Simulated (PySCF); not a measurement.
C4H10BCl2Si (SMILES C[C@H](B(Cl)Cl)[Si+](C)C) (charge +1)

Input file:

```
{"job": {"kind": "nmr", "xc": "PBE0", "basis": "pcSseg-1"}, "charge": 1, "multiplicity": 1}
C     -1.712144     0.935762    -1.061427
C     -1.056505    -0.321015    -0.451712
B     -1.744127    -0.859996     0.888010
Cl    -3.366865    -1.051727     1.222318
Cl    -0.490485    -1.226133     2.093254
Si     0.785718    -0.146034     0.079309
C      1.321835     1.506655     0.818959
C      1.986354    -1.539889    -0.345934
H     -1.217926     1.219626    -1.986143
H     -2.755524     0.732519    -1.284523
H     -1.673906     1.775837    -0.374824
H     -1.137868    -1.096634    -1.223015
H      0.546338     1.940264     1.450860
H      2.219825     1.398149     1.425879
H      1.548944     2.231438     0.038298
H      2.628408    -1.774391     0.501737
H      1.470300    -2.456683    -0.631663
H      2.638871    -1.261432    -1.171041
```

Launched as:

```sh
OMP_NUM_THREADS=1 python probes_run.py task.json out
```

Geometry: GFN2-xTB.

Computed with PBE0/pcSseg-1, SCF density, gas phase, non-relativistic in PySCF 2.14.0.

Question: What can the converged electron density and electron localisation function tell about the bonding?

Answer: C–B (1.60 Å): ρ at the midpoint is about 1.3 e/Å³; the ELF peaks at about 0.95 between the atoms, as expected for localised, covalent bonding.
B–Cl (1.67 Å): the density is about 1.6 e/Å³ at the midpoint; the ELF peaks at about 0.90 between the atoms; a short, strongly polar bond.
B–Cl (1.78 Å): the density is about 1.3 e/Å³ at the midpoint; the ELF peaks at about 0.90 between the atoms: a polar covalent bond.

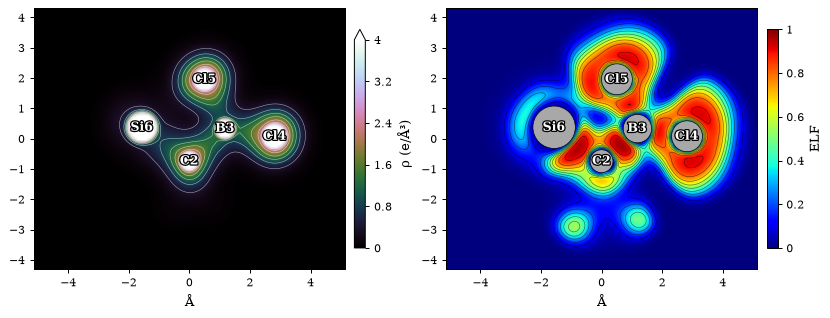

Computed electron density and electron localisation function on the plane of atoms B3, C2 and Si6, in this order. Grey discs cover the atomic cores in the ELF map. 
